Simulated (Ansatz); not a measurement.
C$_{3}$H$_{11}$FSi$_{2}$: several calculations on one system

## 1. Relaxation

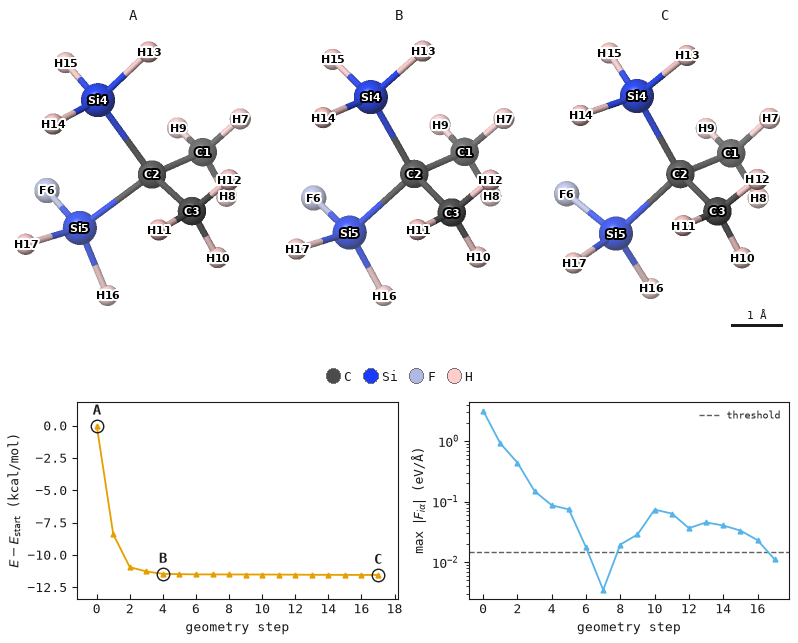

Frames of a relaxation of C$_{3}$H$_{11}$FSi$_{2}$, marked on the history of the run. Style: ball-and-stick. Shown at a tilt.

The run prepares an end point of a later path (torsion) calculation, from a guessed geometry.

The calculation used Ansatz 0.2.0, RKS r2SCAN/6-31G*.

Input file:
```yaml
crystal:
  periodic: [false, false, false]
  atoms:
    - { symbol: C, position_ang: [-1.5514, -0.4623, -0.1758] }
    - { symbol: C, position_ang: [-0.1112, -0.1277, 0.0896] }
    - { symbol: C, position_ang: [0.3298, -1.0254, 1.2419] }
    - { symbol: Si, position_ang: [1.0527, -0.342, -1.4776] }
    - { symbol: Si, position_ang: [0.2145, 1.7246, 0.4295] }
    - { symbol: F, position_ang: [-0.4565, 2.6136, -0.726] }
    - { symbol: H, position_ang: [-1.7268, -1.4671, -0.4544] }
    - { symbol: H, position_ang: [-2.1768, -0.1943, 0.69] }
    - { symbol: H, position_ang: [-1.9944, 0.2078, -0.9675] }
    - { symbol: H, position_ang: [-0.2171, -0.8326, 2.189] }
    - { symbol: H, position_ang: [1.4092, -0.8686, 1.5277] }
    - { symbol: H, position_ang: [0.2622, -2.0808, 1.0247] }
    - { symbol: H, position_ang: [0.846, -1.7504, -1.901] }
    - { symbol: H, position_ang: [2.3776, -0.0486, -1.1544] }
    - { symbol: H, position_ang: [0.4942, 0.459, -2.603] }
    - { symbol: H, position_ang: [-0.4426, 2.1215, 1.7462] }
    - { symbol: H, position_ang: [1.6715, 2.0728, 0.5613] }
basis:
  gaussian: { orbitals: "6-31G*" }
hamiltonian:
  xc: r2scan
relax:
  f_tol: 0.015
  max_steps: 40
output:
  orbitals: {}
```

Launched with:
```bash
ansatz run input.yaml --threads 2 --pin off --max-ram 3072MiB --backend cpu --events-out ev --progress --plain --runs-dir out
```

Describe the path.

Answer. The energy falls by 11.5 kcal/mol in 17 geometry steps. Largest force component: 3.2 eV/Å at the start, 0.011 eV/Å at the end. The forces were under the threshold at step 7, but the run went on from there. The largest move after the best rigid fit is that of H17, 0.49 Å. Largest moves by element: H 0.49 Å, F 0.35 Å, Si 0.17 Å, C 0.14 Å. Some distances before and after: Si4–H14 1.395 → 1.492 Å, C2–Si4 1.964 → 1.896 Å, C1–C2 1.502 → 1.545 Å, C1–H7 1.057 → 1.100 Å. Among the angles between lasting bonds that change: Si4–C2–Si5 98.4° → 109.8°, H8–C1–H9 100.6° → 107.7°, H14–Si4–H15 114.7° → 108.9°. From step 0 to 4: H16 moves most (0.20 Å), energy −11.5 kcal/mol. From step 4 to 17: F6 moves most (0.39 Å), energy −0.08 kcal/mol.

## 2. Relaxation

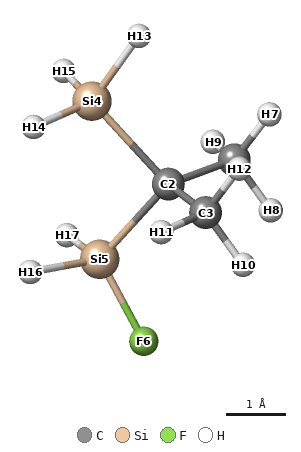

This is the input geometry for a relaxation of C$_{3}$H$_{11}$FSi$_{2}$. Style: ball-and-stick. Shown at a tilt.

The run prepares an end point of a later path (torsion) calculation, from a guessed geometry.

Computed with Ansatz, RKS r2SCAN/6-31G*.

The input:
```yaml
crystal:
  periodic: [false, false, false]
  atoms:
    - { symbol: C, position_ang: [-1.5514, -0.4623, -0.1758] }
    - { symbol: C, position_ang: [-0.1112, -0.1277, 0.0896] }
    - { symbol: C, position_ang: [0.3298, -1.0254, 1.2419] }
    - { symbol: Si, position_ang: [1.0527, -0.342, -1.4776] }
    - { symbol: Si, position_ang: [0.2145, 1.7246, 0.4295] }
    - { symbol: F, position_ang: [-0.4183, 2.13488, 1.84618] }
    - { symbol: H, position_ang: [-1.7268, -1.4671, -0.4544] }
    - { symbol: H, position_ang: [-2.1768, -0.1943, 0.69] }
    - { symbol: H, position_ang: [-1.9944, 0.2078, -0.9675] }
    - { symbol: H, position_ang: [-0.2171, -0.8326, 2.189] }
    - { symbol: H, position_ang: [1.4092, -0.8686, 1.5277] }
    - { symbol: H, position_ang: [0.2622, -2.0808, 1.0247] }
    - { symbol: H, position_ang: [0.846, -1.7504, -1.901] }
    - { symbol: H, position_ang: [2.3776, -0.0486, -1.1544] }
    - { symbol: H, position_ang: [0.4942, 0.459, -2.603] }
    - { symbol: H, position_ang: [1.71665, 1.96748, 0.51648] }
    - { symbol: H, position_ang: [-0.30127, 2.64112, -0.64541] }
basis:
  gaussian: { orbitals: "6-31G*" }
hamiltonian:
  xc: r2scan
relax:
  f_tol: 0.015
  max_steps: 40
```

Launched with:
```bash
ansatz run input.yaml --threads 2 --pin off --max-ram 3072MiB --backend cpu --events-out ev --progress --plain --runs-dir out
```

Question: Where does the relaxation end?

Answer: Over 7 accepted moves (8 points after the start) the energy falls by 46.0 kJ/mol. The largest force component goes from 3.1 to 0.012 eV/Å. The line search rejected the trial step at point 6 of the run. The atom that moves furthest after the best rigid fit is H16 (0.28 Å). By element the largest moves are H 0.28 Å, F 0.25 Å, Si 0.16 Å, C 0.14 Å. Near-neighbour distances that change, for instance: Si4–H14 1.395 → 1.491 Å, C2–Si4 1.964 → 1.894 Å, C1–C2 1.502 → 1.547 Å, C1–H7 1.057 → 1.100 Å. Bond angles that change, for instance: Si4–C2–Si5 98.4° → 109.8°, H8–C1–H9 100.6° → 107.6°, H14–Si4–H15 114.7° → 108.5°.

History of the run:

```
step  E − E(0), kJ/mol  largest force component, eV/Å      note
   0              0.00                         3.0882          
   1            -36.73                         0.9878          
   2            -44.39                         0.3932          
   3            -45.53                         0.0948          
   4            -45.84                         0.0608          
   5            -45.98                         0.0392          
   6            -45.71                         0.2139  rejected
   7            -46.00                         0.0184          
   8            -46.01                         0.0125
```

Final geometry:

```xyz
17

C    -1.5439   -0.3453   -0.2134
C    -0.0452   -0.0733    0.0576
C     0.4487   -0.9591    1.2261
Si    0.9586   -0.4717   -1.4981
Si    0.1806    1.7278    0.5154
F    -0.6378    2.0148    1.8840
H    -1.7134   -1.4018   -0.4668
H    -2.1469   -0.1225    0.6785
H    -1.9332    0.2646   -1.0391
H    -0.1304   -0.7548    2.1378
H     1.5077   -0.7872    1.4592
H     0.3257   -2.0265    0.9922
H     0.7293   -1.8989   -1.8684
H     2.4176   -0.2712   -1.2636
H     0.5419    0.3875   -2.6443
H     1.6163    2.0362    0.7645
H    -0.3701    2.6165   -0.5454
```

The end point in the same view:

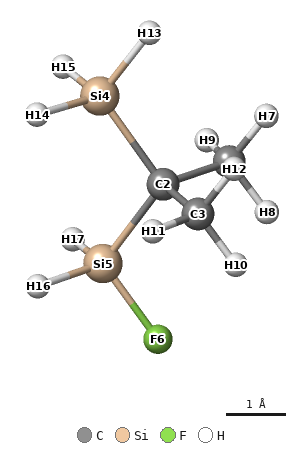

## 3. Path

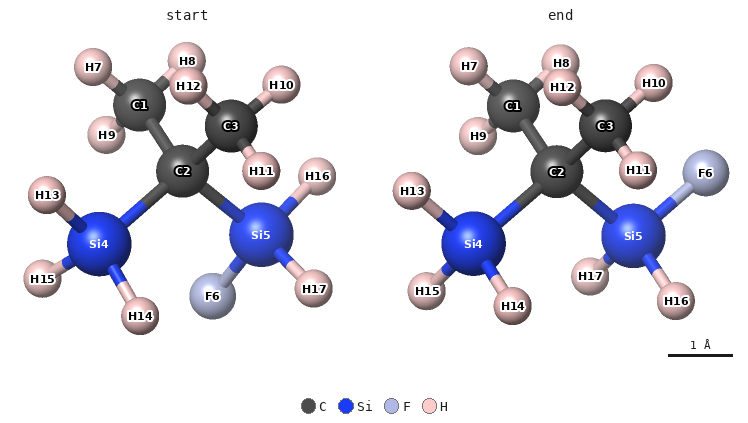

The two relaxed end points of a path for C$_{3}$H$_{11}$FSi$_{2}$. Style: ball-and-stick. Shown at a tilt.

These are results of RKS r2SCAN/6-31G* in Ansatz, not measurements.

Set-up: 5 movable images; climbing image; force threshold 0.05 eV/Å; iteration limit 40.

Start:
```xyz
17

C    -1.5683   -0.3630   -0.1964
C    -0.0709   -0.0771    0.0564
C     0.4511   -0.9576    1.2157
Si    0.9224   -0.4405   -1.5165
Si    0.1645    1.7126    0.5575
F    -0.1216    2.6838   -0.7064
H    -1.7279   -1.4109   -0.4908
H    -2.1584   -0.1881    0.7154
H    -1.9821    0.2730   -0.9892
H    -0.0898   -0.7464    2.1513
H     1.5216   -0.8069    1.4083
H     0.2997   -2.0234    0.9929
H     0.9300   -1.9148   -1.7557
H     2.3333    0.0197   -1.3629
H     0.3227    0.2303   -2.7024
H    -0.8040    2.0584    1.6383
H     1.5585    1.9505    1.0247
```

End:
```xyz
17

C    -1.5387   -0.3360   -0.3304
C    -0.0623   -0.0683    0.0465
C     0.3369   -0.9354    1.2642
Si    1.0512   -0.5014   -1.4230
Si    0.1424    1.7395    0.4874
F    -0.7732    2.0567    1.7860
H    -1.6968   -1.3959   -0.5767
H    -2.2046   -0.0931    0.5101
H    -1.8611    0.2609   -1.1935
H    -0.3068   -0.7108    2.1265
H     1.3769   -0.7658    1.5722
H     0.2236   -2.0062    1.0408
H     0.8393   -1.9337   -1.7837
H     2.4903   -0.3056   -1.0842
H     0.7272    0.3391   -2.6121
H     1.5580    2.0437    0.8370
H    -0.3213    2.6119   -0.6271
```

Predict the minimum-energy path and its barrier.

The two ends have the same energy, and the highest point, image 3, lies 0.064 eV above the start. The motion is a rotation about the C2–Si5 bond by about 130°. No bond forms or breaks between the ends. Bond angles that change up to the highest image, for instance: C3–C2–Si5 107.5° → 109.8°, C2–Si5–H17 110.7° → 112.8°. The band converged in 7 iterations. The largest component of the band force went from 11 to 0.044 eV/Å. The climbing image converged on the top of the path. Its vibrational analysis gives one imaginary mode (59i cm⁻¹), as a transition state must have.

Energies of the converged images:

| image | path (Å) | E (eV) |
| --- | --- | --- |
| 0 | 0.00 | 0.000 |
| 1 | 0.97 | 0.005 |
| 2 | 1.95 | 0.038 |
| 3 | 2.92 | 0.064 |
| 4 | 3.82 | 0.044 |
| 5 | 4.72 | 0.009 |
| 6 | 5.62 | 0.000 |

The geometry at the top of the path:

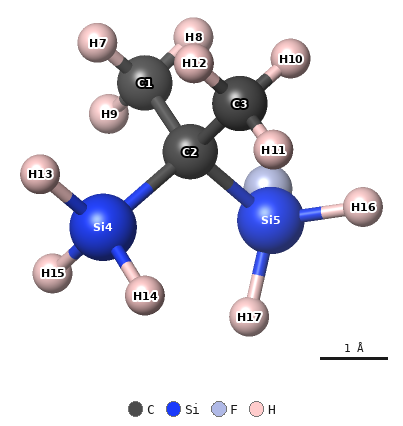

Cost: 5.2 min on 2 threads of Arm Neoverse V1 (shared host), peak memory 0.21 GiB.
